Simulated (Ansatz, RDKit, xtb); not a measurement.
# C2H8N2Si2: which of the isomers drawn lies lowest?, part 2 of 2

Which of a sample of isomers of C2H8N2Si2 is the most stable in the gas at 298.15 K, and what are its properties? The sample is small against all isomers, and the most stable one of this formula need not be in it.

xtb, Ansatz and PySCF; isolated molecules. Earlier steps stand in the parts before.

## Step 6: Ranking at B3LYP/def2-SVP

```
label     spin  r2SCAN-D4/def2-SVP (kcal/mol)  B3LYP/def2-SVP, relaxed (kcal/mol)     time
c055d  singlet                            0.0                                 0.0  2.3 min
c759c  singlet                            0.1                                 1.1     47 s
c186c  singlet                           20.0                                18.7  2.7 min
```

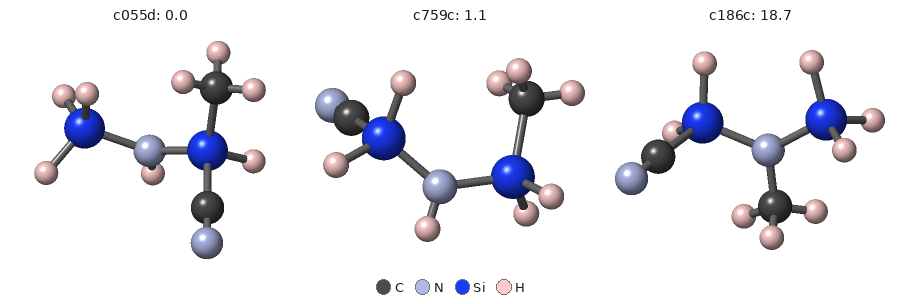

The relaxed structures, with energies at B3LYP/def2-SVP in kcal/mol.

## Step 7: Vibrations and thermal terms

The lowest few in one piece go on as finalists. In this search the thermal terms come from GFN2-xTB at its own nearest minimum. The first, c055d:

start.xyz reads:

```xyz
14
c055d
C     -1.030194    -0.207280     0.600595
C     -1.295637     2.093706    -1.324656
N     -1.612768     3.207909    -1.413238
N      0.886916     0.100161    -1.706469
Si    -0.756186     0.294489    -1.179680
Si     2.417798     0.398911    -0.902876
H     -0.421499     0.396702     1.290939
H     -0.772296    -1.268413     0.746107
H     -2.089013    -0.065559     0.870559
H     -1.633016    -0.444113    -2.126104
H      0.969218    -0.084245    -2.706043
H      3.338319    -0.760341    -1.094752
H      3.106807     1.618461    -1.419823
H      2.134500     0.576967     0.547816
```

On the command line:

```bash
$ xtb start.xyz --gfn 2 --ohess tight
```

What it wrote, shortened:

```text
[...]
         ::                     SUMMARY                     ::
         :::::::::::::::::::::::::::::::::::::::::::::::::::::
         :: total energy             -17.653223388506 Eh    ::
         :: gradient norm              0.000357060761 Eh/a0 ::
         :: HOMO-LUMO gap              4.003837461334 eV    ::
         ::.................................................::
         :: SCC energy               -17.918213822654 Eh    ::
         :: -> isotropic ES            0.045216602827 Eh    ::
         :: -> anisotropic ES          0.006050506270 Eh    ::
         :: -> anisotropic XC          0.021608950883 Eh    ::
         :: -> dispersion             -0.010342057957 Eh    ::
         :: repulsion energy           0.264990434148 Eh    ::
         :: add. restraining           0.000000000000 Eh    ::
         :: total charge              -0.000000000000 e     ::
         :::::::::::::::::::::::::::::::::::::::::::::::::::::
[...]
          | TOTAL ENERGY              -17.653223388524 Eh   |
          | TOTAL ENTHALPY            -17.548955617535 Eh   |
          | TOTAL FREE ENERGY         -17.595883737970 Eh   |
          | GRADIENT NORM               0.000356961334 Eh/α |
[...]
```

Run time: 0.49 s. Hardware: 2 threads of Arm Neoverse V2, shared host.

## Step 8: Thermal terms of the finalists

As xtb prints them, at 298.15 K, with its own treatment of low modes:

```
label                SMILES     spin  lowest mode (cm⁻¹)  zero-point (kcal/mol)  G − E (kcal/mol)
c055d  C[Si@@H](C#N)N[SiH3]  singlet                  18                   58.3              36.0
c759c     C[SiH2]N[SiH2]C#N  singlet                  20                   58.4              36.5
c186c   CN([SiH3])[SiH2]C#N  singlet                  27                   57.7              35.9
```

## Step 9: Last filter: a higher level

Each finalist gets a single point at CCSD(T)/def2-SVP + MP2/def2-TZVPP - MP2/def2-SVP.

c055d, CCSD(T)/def2-SVP:

input.yaml reads:

```yaml
crystal:
  periodic: [false, false, false]
  atoms:
    - {symbol: C, position_ang: [-1.030194, -0.207280, 0.600595]}
    - {symbol: C, position_ang: [-1.295637, 2.093706, -1.324656]}
    - {symbol: N, position_ang: [-1.612768, 3.207909, -1.413238]}
    - {symbol: "N", position_ang: [0.886916, 0.100161, -1.706469]}
    - {symbol: Si, position_ang: [-0.756186, 0.294489, -1.179680]}
    - {symbol: Si, position_ang: [2.417798, 0.398911, -0.902876]}
    - {symbol: H, position_ang: [-0.421499, 0.396702, 1.290939]}
    - {symbol: H, position_ang: [-0.772296, -1.268413, 0.746107]}
    - {symbol: H, position_ang: [-2.089013, -0.065559, 0.870559]}
    - {symbol: H, position_ang: [-1.633016, -0.444113, -2.126104]}
    - {symbol: H, position_ang: [0.969218, -0.084245, -2.706043]}
    - {symbol: H, position_ang: [3.338319, -0.760341, -1.094752]}
    - {symbol: H, position_ang: [3.106807, 1.618461, -1.419823]}
    - {symbol: H, position_ang: [2.134500, 0.576967, 0.547816]}
basis:
  gaussian: {orbitals: def2-SVP}
correlation: {method: ccsd_t, frozen_orbitals: {"N": 1, C: 1, Si: 5, H: 0}}
```

On the command line:

```bash
$ ansatz run input.yaml --threads 2 --pin off --max-ram 5220MiB --events-out events.jsonl --progress --plain --runs-dir runs
```

What it wrote, shortened:

```text
Warning: RAYON_NUM_THREADS=2 ignored (pool sized by the plan → 2); use --threads N
Functional definition: HF
  name "HF"
[...]
1323 factors; integrals over basis functions are off by at most 1.2e-3 eV
[...]
mean field -20868.40703452 eV, -766.8998134042 hartree, gradient 1.6e-6 eV, S^2 0.000000; 0 other end points of the search recorded, 0 dependent functions left out
14 core orbitals not correlated: weight in the atoms' cores, before any rotation towards them, 1.000 or more for the frozen orbitals, at most 0.000 for the correlated occupied ones
reference -20868.40703452 eV, -766.8998134042 hartree; 17, 17 occupied and 101, 101 virtual orbitals, 1323 factors
second order -21.37174482 eV of doubles, -0.00000000 eV of singles
cycle   1  -22.13519585 eV  change   -7.6e-1 eV  update   1.2e-1
[...]
cycle   9  -23.01486538 eV  change   -9.0e-6 eV  update   1.5e-5
perturbative correction -0.76886191 eV, -0.0282551542 hartree
Total energy: -20892.19076181 eV, -767.7738492611 hartree
```

Wall time 28 s (2 threads of Arm Neoverse V2, shared host); peak memory 0.82 GiB.

## Step 10: c055d at MP2/def2-TZVPP

Edit input.yaml of step 9 so:

```diff
@@ -5,3 +5,3 @@
     - {symbol: C, position_ang: [-1.295637, 2.093706, -1.324656]}
-    - {symbol: N, position_ang: [-1.612768, 3.207909, -1.413238]}
+    - {symbol: "N", position_ang: [-1.612768, 3.207909, -1.413238]}
     - {symbol: "N", position_ang: [0.886916, 0.100161, -1.706469]}
@@ -18,3 +18,6 @@
 basis:
-  gaussian: {orbitals: def2-SVP}
-correlation: {method: ccsd_t, frozen_orbitals: {"N": 1, C: 1, Si: 5, H: 0}}
+  gaussian:
+    orbitals: def2-TZVPP
+correlation:
+  method: mp2
+  frozen_orbitals: {"N": 1, C: 1, Si: 5, H: 0}
```

On the command line:

```bash
$ ansatz run input.yaml --threads 2 --pin off --max-ram 5220MiB --events-out events.jsonl --progress --plain --runs-dir runs
```

What it wrote, shortened:

```text
Warning: RAYON_NUM_THREADS=2 ignored (pool sized by the plan → 2); use --threads N
[... 2 set-up lines as earlier in the session ...]
[...]
1863 factors; integrals over basis functions are off by at most 1.2e-3 eV
[...]
mean field -20880.15315975 eV, -767.3314755448 hartree, gradient 2.3e-6 eV, S^2 0.000000; 0 other end points of the search recorded, 0 dependent functions left out
14 core orbitals not correlated: weight in the atoms' cores, before any rotation towards them, 1.000 or more for the frozen orbitals, at most 0.000 for the correlated occupied ones
reference -20880.15315975 eV, -767.3314755448 hartree; 17, 17 occupied and 289, 289 virtual orbitals, 1863 factors
second order -26.37685125 eV of doubles, -0.00000000 eV of singles
Total energy: -20906.53001101 eV, -768.3008069494 hartree
```

Run time: 14 s. Hardware: 2 threads of Arm Neoverse V2, shared host; peak memory 0.97 GiB.

## Step 11: c759c at CCSD(T)/def2-SVP

input.yaml reads:

```yaml
basis:
  gaussian: {orbitals: def2-SVP}
crystal:
  periodic: [false, false, false]
  atoms:
    - symbol: C
      position_ang: [-0.017070, -0.733755, 1.292891]
    - symbol: C
      position_ang: [-2.847884, -0.797897, -1.722757]
    - symbol: N
      position_ang: [0.138645, -1.016043, -1.670684]
    - symbol: "N"
      position_ang: [-3.767648, -0.092509, -1.644696]
    - symbol: Si
      position_ang: [0.976720, -0.370418, -0.258490]
    - symbol: Si
      position_ang: [-1.332887, -1.906000, -1.821231]
    - symbol: H
      position_ang: [0.501569, -0.309356, 2.168084]
    - symbol: H
      position_ang: [-1.021472, -0.282636, 1.247397]
    - symbol: H
      position_ang: [-0.128662, -1.816140, 1.463972]
    - symbol: H
      position_ang: [1.164903, 1.101959, -0.429231]
    - symbol: H
      position_ang: [2.337767, -0.979631, -0.151452]
    - symbol: H
      position_ang: [0.534951, -0.725155, -2.563800]
    - symbol: H
      position_ang: [-1.500190, -2.884489, -0.718544]
    - symbol: H
      position_ang: [-1.397816, -2.556965, -3.154137]
correlation: {method: ccsd_t, frozen_orbitals: {"N": 1, C: 1, Si: 5, H: 0}}
```

On the command line:

```bash
$ ansatz run input.yaml --threads 2 --pin off --max-ram 5220MiB --events-out events.jsonl --progress --plain --runs-dir runs
```

What it wrote, shortened:

```text
Warning: RAYON_NUM_THREADS=2 ignored (pool sized by the plan → 2); use --threads N
[... 2 set-up lines as earlier in the session ...]
[...]
1323 factors; integrals over basis functions are off by at most 1.2e-3 eV
[...]
mean field -20868.36209967 eV, -766.8981620789 hartree, gradient 2.1e-6 eV, S^2 0.000000; 0 other end points of the search recorded, 0 dependent functions left out
14 core orbitals not correlated: weight in the atoms' cores, before any rotation towards them, 1.000 or more for the frozen orbitals, at most 0.000 for the correlated occupied ones
reference -20868.36209967 eV, -766.8981620789 hartree; 17, 17 occupied and 101, 101 virtual orbitals, 1323 factors
second order -21.36920174 eV of doubles, -0.00000000 eV of singles
cycle   1  -22.13774354 eV  change   -7.7e-1 eV  update   1.2e-1
[...]
cycle   9  -23.01542534 eV  change   -6.8e-6 eV  update   1.4e-5
perturbative correction -0.76708523 eV, -0.0281898622 hartree
Total energy: -20892.14461023 eV, -767.7721532219 hartree
```

Wall time 28 s (2 threads of Arm Neoverse V2, shared host); peak memory 0.83 GiB.

## Step 12: Putting it together

Energies in kcal/mol from c055d; G adds the thermal terms to the CCSD(T)/def2-SVP + MP2/def2-TZVPP - MP2/def2-SVP energy. The columns left of the relaxed level are at the tight-binding geometries.

```
label                SMILES     spin  GFN2-xTB  HF/STO-3G  r2SCAN-D4/def2-SVP  B3LYP/def2-SVP  HF/def2-SVP  MP2/def2-SVP  CCSD(T)/def2-SVP + MP2/def2-TZVPP - MP2/def2-SVP     G  share at equilibrium     T1
c055d  C[Si@@H](C#N)N[SiH3]  singlet       0.0        0.0                 0.0             0.0          0.0           0.0                                               0.0   0.0                93.8 %  0.012
c759c     C[SiH2]N[SiH2]C#N  singlet      -0.3        0.1                 0.1             1.1          1.0           1.1                                               1.1   1.6                 6.2 %  0.012
c186c   CN([SiH3])[SiH2]C#N  singlet      -2.5       15.8                20.0            18.7         18.9          18.2                                              20.6  20.5               < 0.1 %  0.012
```

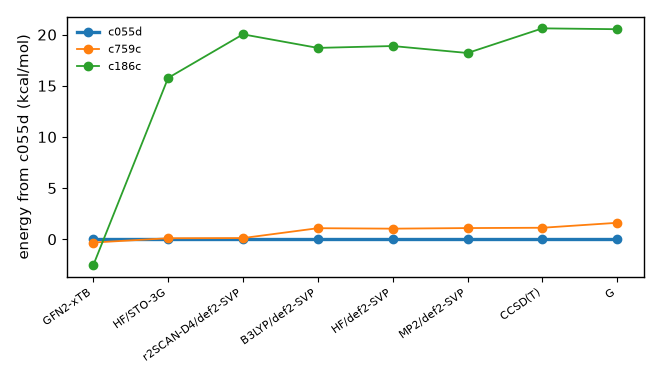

The finalists at each level, measured from c055d.

Lowest found: c055d, `C[Si@@H](C#N)N[SiH3]`, a singlet. Bond lengths: C2–N3 1.162 Å, C1–Si5 1.870 Å, C2–Si5 1.884 Å, N4–Si5 1.736 Å, N4–Si6 1.755 Å, C1–H7 1.101 Å, C1–H8 1.102 Å, C1–H9 1.102 Å, Si5–H10 1.487 Å, N4–H11 1.020 Å, Si6–H12 1.493 Å, Si6–H13 1.493 Å, Si6–H14 1.489 Å. Some angles: N3–C2–Si5 179.2°, C1–Si5–C2 106.7°, C1–Si5–N4 113.4°, C2–Si5–N4 110.8°, Si5–N4–Si6 131.9°, C1–Si5–H10 112.7°, C2–Si5–H10 104.9°, N4–Si5–H10 108.0°, Si5–C1–H7 111.6°, Si5–C1–H8 110.5°.

```xyz
14

C    -1.0302   -0.2073    0.6006
C    -1.2956    2.0937   -1.3247
N    -1.6128    3.2079   -1.4132
N     0.8869    0.1002   -1.7065
Si   -0.7562    0.2945   -1.1797
Si    2.4178    0.3989   -0.9029
H    -0.4215    0.3967    1.2909
H    -0.7723   -1.2684    0.7461
H    -2.0890   -0.0656    0.8706
H    -1.6330   -0.4441   -2.1261
H     0.9692   -0.0842   -2.7060
H     3.3383   -0.7603   -1.0948
H     3.1068    1.6185   -1.4198
H     2.1345    0.5770    0.5478
```

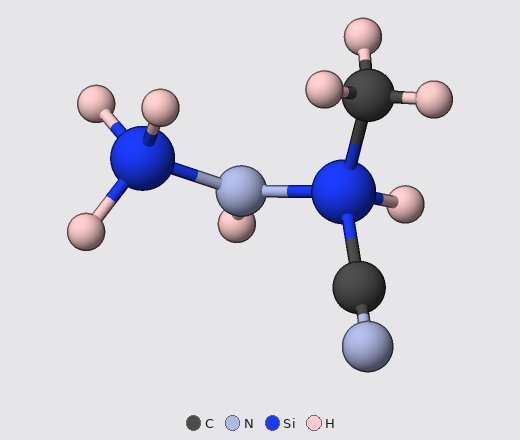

The lowest structure found, seen from a chosen angle (carbon dark grey, nitrogen light blue, silicon blue, hydrogen pink).

## Step 13: Summary of results

What follows sums up all 2 parts.

```
                                 quantity                                                                    value
                   lowest structure found                                            C[Si@@H](C#N)N[SiH3], singlet
                            next finalist                     C[SiH2]N[SiH2]C#N, singlet, 1.6 kcal/mol higher in G
share at equilibrium, among the finalists                                                                   93.8 %
                                   funnel  11 starts, 11 minima at GFN2-xTB, 8 screening runs, 3 relaxed, 3 ranked
                     CPU time of all runs                                                                   17 min
```

**Reading.** `C[Si@@H](C#N)N[SiH3]` comes out lowest. The margin, 1.6 kcal/mol, is modest. HF/STO-3G, r2SCAN-D4/def2-SVP, B3LYP/def2-SVP, HF/def2-SVP and MP2/def2-SVP already put its bonding pattern lowest among the structures in one piece; GFN2-xTB favours the singlet CN([SiH3])[SiH2]C#N (c186b, not a finalist). The largest share of the time went into the relaxations (68 %). 5 minima inside the window were never screened. The search is not exhaustive (a finite list of starts, one conformer a finalist), so a lower isomer can't be ruled out. Only 3 drawn patterns were tried, so whole families of isomers are missing, and the result ranks this sample alone.
